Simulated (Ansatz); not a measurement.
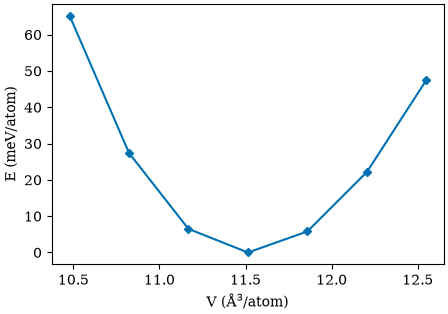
Figure: AlFe (CsCl type, Pm-3m) under volume change, DFT-PBEsol in the program Ansatz with PAW potentials, scaled uniformly.

Q: What does a third-order Birch–Murnaghan fit give for V₀, B₀ and B′?

A: V₀ = 11.51 Å³/atom, B₀ = 190 GPa, B′ = 4.3.

The cell was relaxed with PBEsol under the symmetry of its start. The final state is ferromagnetic, chosen from 3 collinear starts compared on coarse meshes (ties went to the first, and starts can fall back to one state), not a proven ground state.

Potentials: the later of the program's two PAW sets.
